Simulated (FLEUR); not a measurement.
**NiO: orders along a scan of the volume**

Wanted: the trend of the moments of NiO with the volume.

Calculated with FLEUR MaX-R8.1; PBE with U = 6 eV on Ni d; all-electron FLAPW, Dirac cores, scalar-relativistic bands.

### Step 1. Set-up

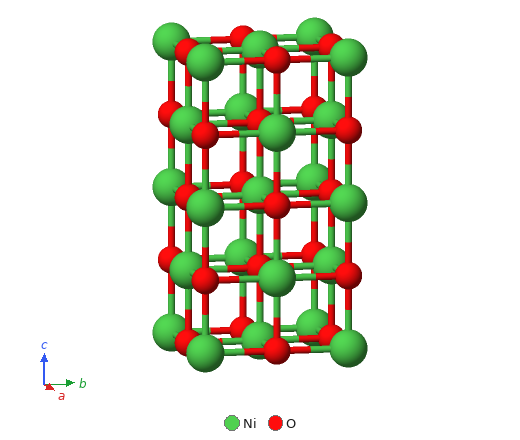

The starting structure, seen slightly off an axis (nickel green, oxygen red). 1×1×2 cells are drawn. This picture shows the conventional cell, with its axes. Some periodic images of atoms are drawn too.

Coordinates:

```cif
data_structure
_symmetry_space_group_name_H-M 'Fm-3m'
_symmetry_Int_Tables_number 225
_cell_length_a 4.1718
_cell_length_b 4.1718
_cell_length_c 4.1718
_cell_angle_alpha 90.000
_cell_angle_beta 90.000
_cell_angle_gamma 90.000
_cell_volume 72.61
loop_
_atom_site_label
_atom_site_type_symbol
_atom_site_symmetry_multiplicity
_atom_site_Wyckoff_symbol
_atom_site_fract_x
_atom_site_fract_y
_atom_site_fract_z
_atom_site_occupancy
Ni1 Ni 4 a 0.00000 0.00000 0.00000 1
O1 O 4 b 0.50000 0.00000 0.00000 1
```

### Step 2. Factor 1, start ferro +

The scan starts at the cell as given. A Hubbard U acts on the open shell, since semilocal functionals spread its electrons too much.

All lengths change alike; the factor is that of the volume. Atoms keep their fractional places. Spheres, Kmax and the mesh are the same at all points, the spheres being those of the tightest cell. inpgen writes inp.xml from crystal.txt; cutoffs, mixing, functional, smearing and local orbitals are then set in the file. The k list default-1 (kpts.xml, not shown) is a Γ-centred 8×8×8 mesh; where the ranks do not divide the number of points, some are split in two of half the weight.

File inp.xml:

```
<?xml version="1.0" encoding="UTF-8" standalone="no"?>
<fleurInput fleurInputVersion="0.39">
   <comment>
      NiO
   </comment>
   <calculationSetup>
      <cutoffs Kmax="4.4" Gmax="13.2" GmaxXC="13.2" numbands="0"/>
      <scfLoop itmax="110" minDistance="0.0001" maxIterBroyd="15" imix="Anderson" alpha="0.05" precondParam="0.0" spinf="2.0" sdNocoIR="T"/>
      <coreElectrons ctail="T" frcor="F" kcrel="0" coretail_lmax="0"/>
      <xcFunctional name="pbe" relativisticCorrections="F"/>
      <magnetism jspins="2"/>
      <soc l_soc="F" theta="0.0" phi="0.0" spav="F"/>
      <expertModes spex="0" secvar="F"/>
      <geometryOptimization l_f="F" forcealpha="1.0" forcemix="BFGS" epsdisp="0.00001" epsforce="0.00001"/>
      <ldaU l_linMix="F" mixParam="0.05" spinf="1.0"/>
   </calculationSetup>
   <cell>
      <bzIntegration valenceElectrons="24.0" mode="hist" fermiSmearingEnergy="0.00183747">
         <kPointListSelection listName="default-1"/>
         <xi:include xmlns:xi="http://www.w3.org/2001/XInclude" href="kpts.xml"> </xi:include>
      </bzIntegration>
      <xi:include xmlns:xi="http://www.w3.org/2001/XInclude" href="sym.xml"> </xi:include>
      <bulkLattice scale="1.0">
         <bravaisMatrix>
            <row-1>    0.0000000000000000     3.9417828250996005     3.9417828250996005</row-1>
            <row-2>    3.9417828250996005     0.0000000000000000     3.9417828250996005</row-2>
            <row-3>    3.9417828250996005     3.9417828250996005     0.0000000000000000</row-3>
         </bravaisMatrix>
      </bulkLattice>
   </cell>
   <atomSpecies>
      <species name="Nickel (Ni2.000" element="Ni" atomicNumber="28">
         <mtSphere radius="2.35" gridPoints="777" logIncrement="0.016"/>
         <atomicCutoffs lmax="8" lnonsphr="6"/>
         <electronConfig flipSpins="F">
            <coreConfig>(1s1/2) (2s1/2) (2p1/2) (2p3/2)</coreConfig>
            <valenceConfig>(3s1/2) (3p1/2) (3p3/2) (4s1/2) (3d3/2) (3d5/2)</valenceConfig>
            <stateOccupation state="(3d3/2)" spinUp="2.0" spinDown="1.2"/>
            <stateOccupation state="(3d5/2)" spinUp="3.0" spinDown="1.8"/>
         </electronConfig>
         <energyParameters s="4" p="4" d="3" f="4"/>
         <ldaU l="2" U="6.0" J="0.0" l_amf="F"/>
         <lo type="SCLO" l="0" n="3" eDeriv="0"/>
         <lo type="SCLO" l="1" n="3" eDeriv="0"/>
      </species>
      <species name="Oxygen (O)" element="O" atomicNumber="8">
         <mtSphere radius="1.33" gridPoints="441" logIncrement="0.024"/>
         <atomicCutoffs lmax="6" lnonsphr="4"/>
         <electronConfig flipSpins="F">
            <coreConfig>(1s1/2)</coreConfig>
            <valenceConfig>(2s1/2) (2p1/2) (2p3/2)</valenceConfig>
            <stateOccupation state="(2p1/2)" spinUp="0.666667" spinDown="0.666667"/>
            <stateOccupation state="(2p3/2)" spinUp="1.333333" spinDown="1.333333"/>
         </electronConfig>
         <energyParameters s="2" p="2" d="3" f="4"/>
      </species>
   </atomSpecies>
   <atomGroups>
      <atomGroup species="Nickel (Ni2.000">
         <relPos label="                   1">.0000000000 .0000000000 .0000000000</relPos>
         <force calculate="T" relaxXYZ="TTT"/>
      </atomGroup>
      <atomGroup species="Oxygen (O)">
         <relPos label="                   2">1.000/2.000 1.000/2.000 1.000/2.000</relPos>
         <force calculate="T" relaxXYZ="TTT"/>
      </atomGroup>
   </atomGroups>
   <output dos="F" band="F" slice="F">
      <bandDOS minEnergy="-.5*Htr" maxEnergy="0.5*Htr" sigma="0.015" storeEVData="T"/>
      <plotting iplot="0" polar="F">
         <plot TwoD="T" vec1="  1.0  0.0  0.0" vec2="  0.0  1.0  0.0" vec3="  0.0  0.0  1.0" zero="  0.0  0.0  0.0" file="plot"/>
      </plotting>
      <moessbauerParams electricFieldGradient="F" isomerShift="F" coreHyperfine="F" valenceHyperfine="F"/>
   </output>
</fleurInput>
```

File crystal.txt:

```
NiO
&input film=F cartesian=F /
0.00000000000  2.08590164140  2.08590164140
2.08590164140  0.00000000000  2.08590164140
2.08590164140  2.08590164140  0.00000000000
1.8897261246
1.0 1.0 1.0

2
28 0.00000000000  0.00000000000  0.00000000000 : 2.000
8 0.50000000000  0.50000000000  0.50000000000

&kpt div1=8 div2=8 div3=8 gamma=T /
```

Launch:

```bash
$ OMP_NUM_THREADS=1 inpgen -f crystal.txt > inpgen.log  # inp.xml is then edited as shown
$ OMP_NUM_THREADS=1 mpirun -n 8 fleur_MPI > fleur.log
```

Output:

```text
Welcome to FLEUR        (www.flapw.de)
      MaX-Release 8.1          (www.max-centre.eu)

 ========== k-point set info ==========
 Selected k-point list: default-1
 k-point list type: mesh
 0 x 0 x 0
 Number of k points: 32

 ------------Calculation Setup---------------------------
 Number of MPI-tasks      :            8
 Number of PE/node        :            8
 Number of OMP-threads    :            1
 k-points in parallel     :            8
 pe's per k-point         :            1
 No of k-point loops      :            4
 Eigenvalue solver        :       lapack
 Number of basis functions:          202
 Approximate size of matrices (H+S) per k-point:         0.001 GB
 --------------------------------------------------------
 no density matrix found ... skipping LDA+U
 Reset of history
 Iteration:     1   Distance:      28.59027878 me/bohr^3
 Iteration:     2   Distance:      38.71345611 me/bohr^3
 Iteration:     3   Distance:      36.09966804 me/bohr^3
 Iteration:     4   Distance:      19.09278536 me/bohr^3
 Iteration:     5   Distance:       8.27520439 me/bohr^3
 Iteration:     6   Distance:       8.13260217 me/bohr^3
 Iteration:     7   Distance:       1.19911021 me/bohr^3
 Iteration:     8   Distance:       1.15367741 me/bohr^3
 Iteration:     9   Distance:       0.28069965 me/bohr^3
 Iteration:    10   Distance:       0.27032868 me/bohr^3
 Iteration:    11   Distance:       0.06923200 me/bohr^3
 Iteration:    12   Distance:       0.04948867 me/bohr^3
 Iteration:    13   Distance:       0.00763181 me/bohr^3
 Iteration:    14   Distance:       0.00620602 me/bohr^3
 Iteration:    15   Distance:       0.00225760 me/bohr^3
 Iteration:    16   Distance:       0.00042851 me/bohr^3
 Iteration:    17   Distance:       0.00036688 me/bohr^3
 Iteration:    18   Distance:       0.00029955 me/bohr^3
 Iteration:    19   Distance:       0.00003557 me/bohr^3

 ********************************************************************
 Run finished successfully
 Stop message:
   all done
 ********************************************************************

--- out.xml (last complete iteration) ---
<iteration numberForCurrentRun="   19" overallNumber="   19">
         [... left out ...]
         <bandgap value="2.4319234177" units="eV"/>
         <sumValenceSingleParticleEnergies value="-17.8888108667" units="Htr"/>
         <FermiEnergy value="0.2926045682" units="Htr"/>
         <valenceDensity>
            <mtCharges spin="1">
               <mtCharge atomType="1" total="9.3911334" s="1.1745505" p="3.2074222" d="4.9541570" f="0.0400847"/>
               <mtCharge atomType="2" total="2.2012477" s="0.6637799" p="1.5343505" d="0.0027414" f="0.0003194"/>
            </mtCharges>
            <mtCharges spin="2">
               <mtCharge atomType="1" total="7.5995669" s="1.1622530" p="3.1941887" d="3.1921828" f="0.0376521"/>
               <mtCharge atomType="2" total="2.0329669" s="0.6429936" p="1.3881865" d="0.0015183" f="0.0002269"/>
            </mtCharges>
            <spinDependentCharge spin="1" total="13.0000000" interstitial="1.4076189" mtSpheres="11.5923811"/>
            <spinDependentCharge spin="2" total="11.0000000" interstitial="1.3674662" mtSpheres="9.6325338"/>
            <totalCharge value="24.0000000000"/>
         </valenceDensity>
         [... left out ...]
         <magneticMomentsInMTSpheres units="muBohr">
            <globalMagMoment atomType="1" vec="0.00000   0.00000   1.79157"/>
            <localMagMoment atomType="1" vec="0.00000   0.00000   1.79157"/>
            <globalMagMoment atomType="2" vec="0.00000   0.00000   0.16828"/>
            <localMagMoment atomType="2" vec="0.00000   0.00000   0.16828"/>
         </magneticMomentsInMTSpheres>
         [... left out ...]
         <totalEnergy value="    -1595.9855172390" units="Htr">
            <sumOfEigenvalues value="     -910.2882209712">
               <coreElectrons value="-892.3994101045"/>
               <valenceElectrons value="-17.8888108667"/>
            </sumOfEigenvalues>
            <densityCoulombPotentialIntegral value="-2436.0209210898"/>
            <densityEffectivePotentialIntegral value="-2529.6926526722"/>
            <chargeDenXCDenIntegral value="-72.1919867702"/>
            <FockExchangeEnergyValence value="0.0000000000"/>
            <FockExchangeEnergyCore value="0.0000000000"/>
         [... left out ...]
            <dftUCorrection value="-0.8565989740"/>
            <tkbTimesEntropy value="0.0000000000"/>
            <freeEnergy value="-1595.9855172390"/>
            <extrapolationTo0K value="-1595.9855172390"/>
         </totalEnergy>
         [... left out ...]
         <ldaUDensityMatrixConvergence>
            <distance spin="1" distance="0.000000"/>
            <distance spin="2" distance="0.000000"/>
         </ldaUDensityMatrixConvergence>
         <densityConvergence units="me/bohr^3">
            <chargeDensity spin="1" distance="0.0000310362"/>
            <chargeDensity spin="2" distance="0.0000170111"/>
            <overallChargeDensity distance="0.0000352130"/>
            <spinDensity distance="0.0000355709"/>
         </densityConvergence>
      </iteration>
```

The job ended after 6.5 s (8 MPI ranks of Arm Neoverse V2, shared host; peak memory 0.33 GiB).

Spin moment in the muffin-tin sphere by atom:

```tsv
atom	spin moment in the muffin-tin sphere (μB)
Ni1	1.79
O2	0.17
```

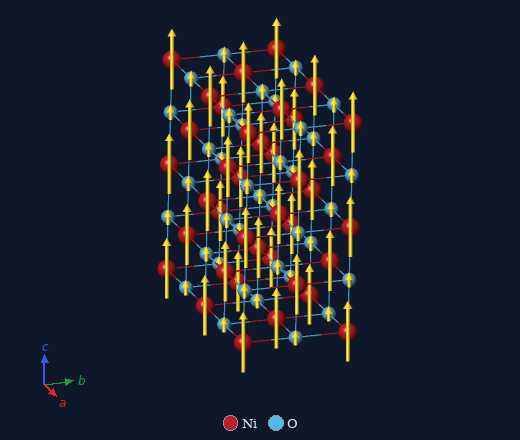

Spin moment in the muffin-tin sphere as arrows, the longest 1.79 μB. Up and down stand for the sign. Arrows give size and sign along the axis of quantisation, drawn up and down the page. Each arrow also spans its atom, so small moments look longer than they are. 2×1×2 conventional cells are drawn. Some periodic images of atoms are drawn too.

Read from the output:

* free energy: -43428.9784 eV
* program's band gap on this mesh (in a metal only a level spacing): 2.432 eV
* magnetization: 2 μB
* final state: ferromagnetic

After 19 cycles the largest moment stands at 1.79 μB.

### Step 3. Factor 1, start antiferro q=(0,0,1/2) +-

The k list default-1 (kpts.xml, not shown) is a Γ-centred 8×8×4 mesh.

inp.xml, as its differences from that of step 2:

```diff
@@ -17,3 +17,3 @@
    <cell>
-      <bzIntegration valenceElectrons="24.0" mode="hist" fermiSmearingEnergy="0.00183747">
+      <bzIntegration valenceElectrons="48.0" mode="hist" fermiSmearingEnergy="0.00183747">
          <kPointListSelection listName="default-1"/>
@@ -26,3 +26,3 @@
             <row-2>    3.9417828250996005     0.0000000000000000     3.9417828250996005</row-2>
-            <row-3>    3.9417828250996005     3.9417828250996005     0.0000000000000000</row-3>
+            <row-3>    7.8835656501992011     7.8835656501992011     0.0000000000000000</row-3>
          </bravaisMatrix>
@@ -39,2 +39,16 @@
             <stateOccupation state="(3d5/2)" spinUp="3.0" spinDown="1.8"/>
+         </electronConfig>
+         <energyParameters s="4" p="4" d="3" f="4"/>
+         <ldaU l="2" U="6.0" J="0.0" l_amf="F"/>
+         <lo type="SCLO" l="0" n="3" eDeriv="0"/>
+         <lo type="SCLO" l="1" n="3" eDeriv="0"/>
+      </species>
+      <species name="Nickel (Ni-2.000" element="Ni" atomicNumber="28">
+         <mtSphere radius="2.35" gridPoints="777" logIncrement="0.016"/>
+         <atomicCutoffs lmax="8" lnonsphr="6"/>
+         <electronConfig flipSpins="F">
+            <coreConfig>(1s1/2) (2s1/2) (2p1/2) (2p3/2)</coreConfig>
+            <valenceConfig>(3s1/2) (3p1/2) (3p3/2) (4s1/2) (3d3/2) (3d5/2)</valenceConfig>
+            <stateOccupation state="(3d3/2)" spinUp="1.2" spinDown="2.0"/>
+            <stateOccupation state="(3d5/2)" spinUp="1.8" spinDown="3.0"/>
          </electronConfig>
@@ -62,4 +76,9 @@
       </atomGroup>
+      <atomGroup species="Nickel (Ni-2.000">
+         <relPos label="                   2">.0000000000 .0000000000 1.000/2.000</relPos>
+         <force calculate="T" relaxXYZ="TTT"/>
+      </atomGroup>
       <atomGroup species="Oxygen (O)">
-         <relPos label="                   2">1.000/2.000 1.000/2.000 1.000/2.000</relPos>
+         <relPos label="                   3">1.000/2.000 1.000/2.000 1.000/4.000</relPos>
+         <relPos label="                   4">1.000/2.000 1.000/2.000 -1.000/4.000</relPos>
          <force calculate="T" relaxXYZ="TTT"/>
```

File crystal.txt:

```
NiO
&input film=F cartesian=F /
0.00000000000  2.08590164140  2.08590164140
2.08590164140  0.00000000000  2.08590164140
4.17180328280  4.17180328280  0.00000000000
1.8897261246
1.0 1.0 1.0

4
28 0.00000000000  0.00000000000  0.00000000000 : 2.000
28 0.00000000000  0.00000000000  0.50000000000 : -2.000
8 0.50000000000  0.50000000000  0.25000000000
8 0.50000000000  0.50000000000  0.75000000000

&kpt div1=8 div2=8 div3=4 gamma=T /
```

Output:

```text
[banner, memory and clock lines left out]
Welcome to FLEUR        (www.flapw.de)
      MaX-Release 8.1          (www.max-centre.eu)

 ========== k-point set info ==========
 Selected k-point list: default-1
 k-point list type: mesh
 0 x 0 x 0
 Number of k points: 80

 [... set-up left out ...]
 no density matrix found ... skipping LDA+U
 Reset of history
 Iteration:     1   Distance:      35.69083600 me/bohr^3
 Iteration:     2   Distance:      38.60286171 me/bohr^3
 Iteration:     3   Distance:      35.92159616 me/bohr^3
 Iteration:     4   Distance:      18.42286587 me/bohr^3
 Iteration:     5   Distance:      11.25117993 me/bohr^3
 Iteration:     6   Distance:       8.79084804 me/bohr^3
 Iteration:     7   Distance:       1.64819238 me/bohr^3
 Iteration:     8   Distance:       1.52108525 me/bohr^3
[... lines left out ...]
 Iteration:    18   Distance:       0.01068847 me/bohr^3
 Iteration:    19   Distance:       0.00755699 me/bohr^3
 Iteration:    20   Distance:       0.00461273 me/bohr^3
 Iteration:    21   Distance:       0.00131230 me/bohr^3
 Iteration:    22   Distance:       0.00106458 me/bohr^3
 Iteration:    23   Distance:       0.00008569 me/bohr^3

 ********************************************************************
 Run finished successfully
 Stop message:
   all done
 ********************************************************************

--- out.xml (last complete iteration) ---
<iteration numberForCurrentRun="   23" overallNumber="   23">
         [... left out ...]
         <bandgap value="3.2759146471" units="eV"/>
         <sumValenceSingleParticleEnergies value="-35.6964429430" units="Htr"/>
         <FermiEnergy value="0.2693264780" units="Htr"/>
         [... left out ...]
         <magneticMomentsInMTSpheres units="muBohr">
            <globalMagMoment atomType="1" vec="0.00000   0.00000   1.71086"/>
            <globalMagMoment atomType="2" vec="0.00000   0.00000  -1.71086"/>
            <globalMagMoment atomType="3" vec="0.00000   0.00000   0.00000"/>
         </magneticMomentsInMTSpheres>
         [... left out ...]
         <totalEnergy value="    -3191.9774946083" units="Htr">
            <sumOfEigenvalues value="    -1820.4410810400">
               <coreElectrons value="-1784.7446380970"/>
               <valenceElectrons value="-35.6964429430"/>
            </sumOfEigenvalues>
         [... left out ...]
            <freeEnergy value="-3191.9774946083"/>
            <extrapolationTo0K value="-3191.9774946083"/>
         </totalEnergy>
         [... left out ...]
         <ldaUDensityMatrixConvergence>
            <distance spin="1" distance="0.000005"/>
            <distance spin="2" distance="0.000005"/>
         </ldaUDensityMatrixConvergence>
         <densityConvergence units="me/bohr^3">
            <chargeDensity spin="1" distance="0.0000513390"/>
            <chargeDensity spin="2" distance="0.0000513613"/>
            <overallChargeDensity distance="0.0000856888"/>
            <spinDensity distance="0.0000566107"/>
         </densityConvergence>
      </iteration>
```

The job ended after 34 s (8 MPI ranks; peak memory 0.53 GiB; 4.5 min of CPU time).

Spin moment in the muffin-tin sphere by atom:

```tsv
atom	spin moment in the muffin-tin sphere (μB)
Ni1	1.71
Ni2	-1.71
O3	0.00
O4	0.00
```

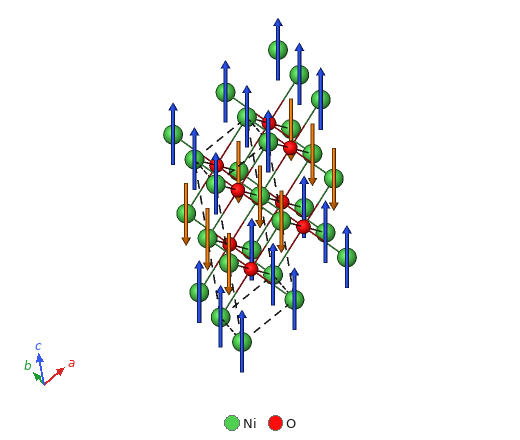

Spin moment in the muffin-tin sphere as arrows, the longest 1.71 μB. Up and down stand for the sign. Arrows give size and sign along the axis of quantisation, drawn up and down the page. The two directions have two colours. Bonds to atoms that aren't drawn are left out. 2×2×1 cells are drawn. Some periodic images of atoms are drawn too.

Read from the output:

| Property | Result |
| --- | --- |
| free energy | -86858.1325 eV |
| program's band gap on this mesh (in a metal only a level spacing) | 3.276 eV |
| magnetization | 0 μB |
| final state | antiferromagnetic |

After 23 cycles the largest moment stands at 1.71 μB.

[end of part 1 of 2]

[Logs and program files are shortened in this print: banners, set-up blocks, solver, clock and traceback lines can be left out without a mark of their own.]

[Logs are printed without paths, hosts, clocks, repeated set-up lines and the standing remarks that a program may print on its own settings, such as how far it seeks lower states.]

[Hosts, paths, dates, database ids (printed as entryN), source tags and the programs' standing remarks are cut or masked in the printed files.]

[Where a cell is said to come from a database of computed structures, the database is the Materials Project.]
